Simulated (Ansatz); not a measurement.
Cl$_{4}$H$_{2}$O$_{2}$W (SMILES [OH][W]([OH])([Cl])([Cl])([Cl])[Cl])

Input

```
crystal:
  periodic: [false, false, false]
  atoms:
    - {symbol: O, position_ang: [-1.701029, -0.575832, 0.311480]}
    - {symbol: W, position_ang: [-0.041489, 0.219863, 0.200403]}
    - {symbol: O, position_ang: [1.695161, 0.606751, -0.283198]}
    - {symbol: Cl, position_ang: [0.288648, -1.529032, -1.391988]}
    - {symbol: Cl, position_ang: [-0.827962, 1.659762, -1.427809]}
    - {symbol: Cl, position_ang: [-0.356686, 1.889725, 1.720839]}
    - {symbol: Cl, position_ang: [0.723550, -1.106458, 1.931951]}
    - {symbol: H, position_ang: [-2.060995, -1.338366, -0.150747]}
    - {symbol: H, position_ang: [2.280811, 0.173577, -0.910941]}
basis:
  gaussian: {orbitals: def2-TZVPP}
hamiltonian: {xc: pbe0, dispersion: d4}
output: {orbitals: {seedname: orbitals}}
```

Command:

```sh
ansatz run in.yaml --threads 2 --pin off --events-out ev --progress --plain --max-ram 20480MiB --backend cuda --devices 0, --max-vram 18GiB
```

Geometry: PBE0-D4/def2-TZVP; core potentials replace the inner electrons of W.

These are results of RKS PBE0-D4/def2-TZVPP (Ansatz 0.2.0), not measurements.

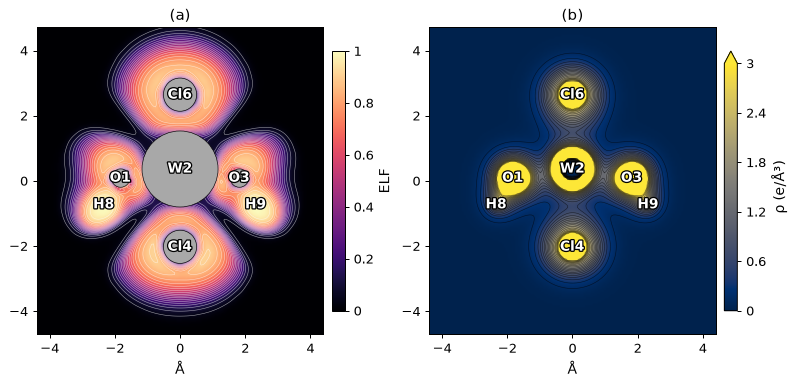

Figure 1. (a) electron localisation function; (b) electron density on the plane of atoms O3, W2 and Cl6. Grey discs cover the atomic cores in the ELF map.

Read the bonding off the picture.

- The section cuts through O, W, Cl and H sites.
- W–O (1.84 Å): ρ at the midpoint is about 1.3 e/Å³; the ELF peaks at about 0.80 in the valence shell of O, 0.6 Å from its nucleus, and drops to about 0.30 between the two atoms.
- W–Cl (2.28 Å): the density is about 0.77 e/Å³ at the midpoint; the ELF peaks at about 0.80 in the valence shell of Cl, 0.8 Å from its nucleus, and is about 0.45 at the midpoint.
- O–H (0.96 Å): ρ is about 3.9 e/Å³ halfway; the ELF climbs to about 1 towards the hydrogen, as it does in any bond to H: an ordinary covalent bond to hydrogen.
- W–Cl (2.39 Å): ρ at the midpoint is about 0.63 e/Å³; the ELF peaks at about 0.85 in the valence shell of Cl, 0.8 Å from its nucleus, and is about 0.45 at the midpoint.

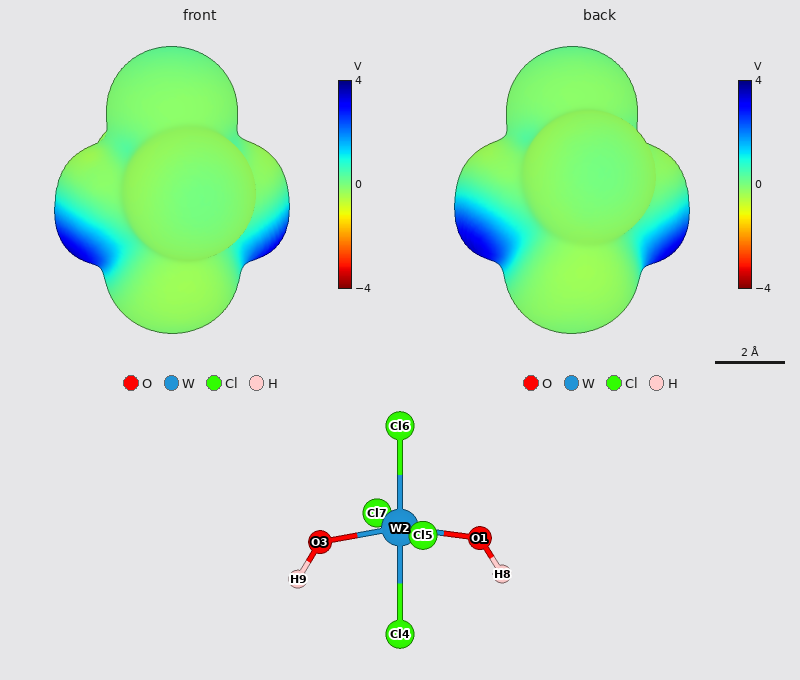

Figure 2. The molecular electrostatic potential painted on the density surface at 0.002 e/bohr³, seen from the front and from behind; red is negative and blue positive. The bare structure is drawn below in the same view.

Which sites attract a positive test charge, and which a negative one?

A positive charge is drawn to the negative regions and a negative charge to the positive ones. The most negative region (about −0.3 V) lies over O1, O3 and Cl4, the most positive (about +3.4 V) over H8 and H9.

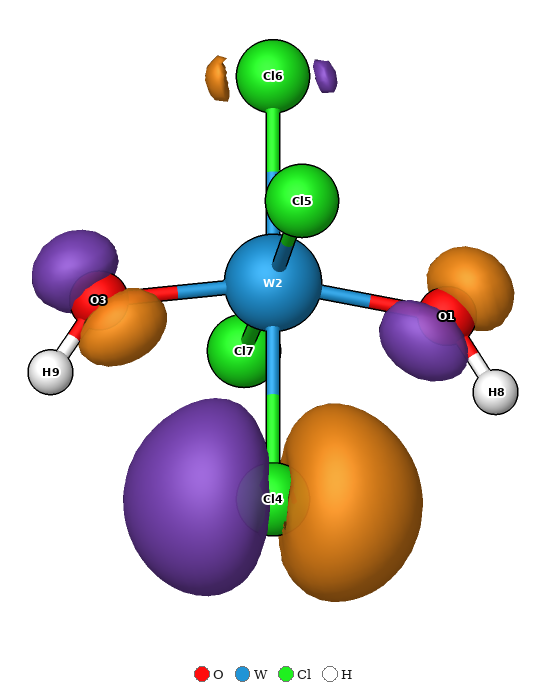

Figure 3. The HOMO−1 at ±0.15 Å⁻³ᐟ² (orange and purple are the two phases), seen at a tilt.

Describe this orbital and give its energy.

It lies mainly on Cl4 (about 75 %), O1 (about 5 %) and O3 (about 5 %); largely a lone pair of Cl4. Its energy is −9.05 eV.
